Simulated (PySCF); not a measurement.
## Geometry relaxation, with input and output: CH2F2

CH2F2 (Methane, difluoro-), SMILES FCF, computed with B3LYP/pcSseg-2 tight geometry optimisation and Hessian, gas phase (PySCF 2.14.0).

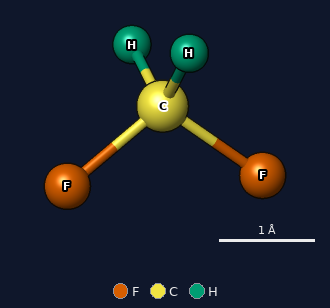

*The starting structure (ball-and-stick view, seen at a tilt).*

### Input file
```
{"job": {"xc": "B3LYP", "basis": "pcSseg-2", "grid": 2, "temperatures": [500, 700], "kind": "geom"}, "charge": 0, "multiplicity": 1}
F      1.151729    -0.611651    -0.105946
C      0.000735     0.075067    -0.004956
F     -1.017651    -0.797887    -0.092218
H     -0.035062     0.564320     0.978129
H     -0.065263     0.781561    -0.843749
```

The first line tells a small driver script what to run in PySCF; the rest is the geometry in Å.

Launched with:
```bash
OMP_NUM_THREADS=1 python <driver script> task.json out
```

### The program's output
```
step   0  E = -6506.1314894 eV  max force = 0.92166
step   1  E = -6506.1476322 eV  max force = 0.07725
step   2  E = -6506.1477902 eV  max force = 0.00513
step   3  E = -6506.1477908 eV  max force = 0.00090
step   4  E = -6506.1477908 eV  max force = 0.00090
step   5  E = -6506.1477908 eV  max force = 0.00076
harmonic wavenumbers (cm-1): 523.5 1068.3 1105.9 1181.5 1269.7 1457.6 1530.9 3050.9 3120.9
```

### Trajectory as extended XYZ (Å, eV, eV/Å), 6 frames, from step=0 to step=5
```
5
Properties=species:S:1:pos:R:3:forces:R:3 step=0 energy=-6506.13149
F     1.1517   -0.6117   -0.1059    0.7081  -0.3172  -0.0480
C     0.0007    0.0751   -0.0050   -0.0807   0.9217   0.1109
F    -1.0177   -0.7979   -0.0922   -0.6420  -0.4322  -0.0420
H    -0.0351    0.5643    0.9781    0.0036  -0.0595  -0.2360
H    -0.0653    0.7816   -0.8437    0.0110  -0.1128   0.2151
5
Properties=species:S:1:pos:R:3:forces:R:3 step=1 energy=-6506.14763
F     1.1708   -0.6121   -0.1062   -0.0641   0.0287   0.0050
C     0.0002    0.0807   -0.0043    0.0065  -0.0772  -0.0092
F    -1.0364   -0.8016   -0.0924    0.0590   0.0389   0.0032
H    -0.0350    0.5645    0.9702   -0.0009   0.0012   0.0302
H    -0.0651    0.7799   -0.8360   -0.0004   0.0085  -0.0291
5
Properties=species:S:1:pos:R:3:forces:R:3 step=2 energy=-6506.14779
F     1.1692   -0.6119   -0.1062   -0.0030   0.0021   0.0010
C     0.0002    0.0806   -0.0043    0.0004  -0.0051  -0.0006
F    -1.0348   -0.8010   -0.0923    0.0030   0.0021  -0.0005
H    -0.0350    0.5640    0.9715   -0.0008   0.0006  -0.0014
H    -0.0651    0.7797   -0.8374    0.0003   0.0003   0.0015
5
Properties=species:S:1:pos:R:3:forces:R:3 step=3 energy=-6506.14779
F     1.1691   -0.6119   -0.1062    0.0003   0.0001   0.0007
C     0.0002    0.0805   -0.0043   -0.0001   0.0009   0.0001
F    -1.0348   -0.8010   -0.0923    0.0002  -0.0004  -0.0007
H    -0.0350    0.5641    0.9713   -0.0007  -0.0003   0.0000
H    -0.0651    0.7798   -0.8372    0.0004  -0.0002  -0.0001
5
Properties=species:S:1:pos:R:3:forces:R:3 step=4 energy=-6506.14779
F     1.1691   -0.6119   -0.1062    0.0003   0.0001   0.0007
C     0.0002    0.0805   -0.0043   -0.0001   0.0009   0.0001
F    -1.0348   -0.8010   -0.0923    0.0002  -0.0004  -0.0007
H    -0.0350    0.5641    0.9713   -0.0007  -0.0003   0.0000
H    -0.0651    0.7798   -0.8372    0.0004  -0.0002  -0.0001
5
Properties=species:S:1:pos:R:3:forces:R:3 step=5 energy=-6506.14779
F     1.1691   -0.6119   -0.1062    0.0002   0.0003   0.0007
C     0.0002    0.0805   -0.0043    0.0000   0.0000   0.0000
F    -1.0347   -0.8010   -0.0923    0.0002  -0.0002  -0.0007
H    -0.0350    0.5641    0.9714   -0.0008  -0.0001   0.0000
H    -0.0651    0.7798   -0.8372    0.0004   0.0000   0.0000
```

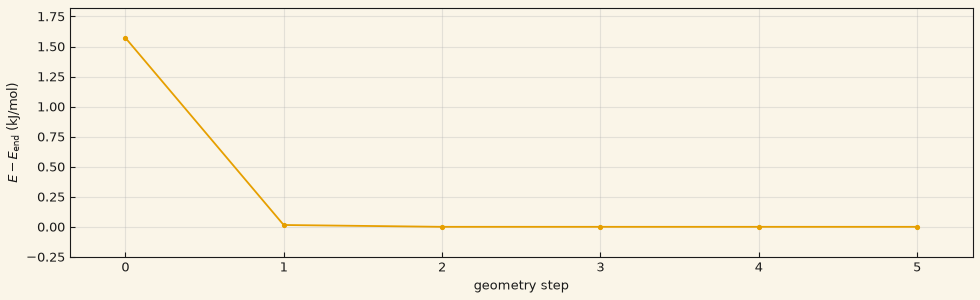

*Progress of the relaxation, step by step (steps are counted from 0).*

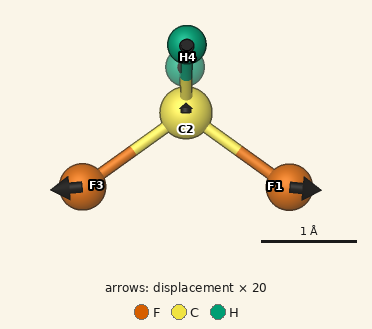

*The starting structure with the displacements as black arrows, magnified 20 times (ball-and-stick view, seen at a tilt). The two geometries are laid on each other by the best rigid fit.*

The largest moves after the best rigid fit, 0.017 Å, are those of F1 and F3. By element the largest moves are F 0.017 Å, H 0.007 Å, C 0.005 Å. Distances before and after: C2–F3 1.344 → 1.362 Å, C2–H4 1.099 → 1.090 Å. Over 5 geometry steps the energy falls by 1.57 kJ/mol. Largest force component: 0.92 eV/Å at the start, 0.00076 eV/Å at the end. (Atoms are counted from 1 in the order of the input.)

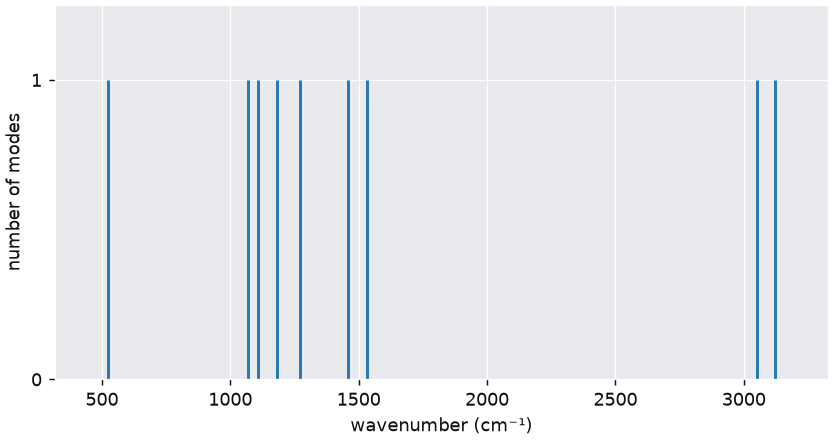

*Harmonic vibrational wavenumbers from the force constants; neighbouring modes closer than 12 cm⁻¹ are counted in one stick.*

9 modes from 524 to 3121 cm⁻¹, none imaginary.

### Summary

```csv
quantity,value
outcome,converged
"wavenumbers, lowest and highest",524 and 3121 cm⁻¹
hardware,"1 CPU thread, shared host"
wall time,2 min
peak memory,0.55 GiB
```
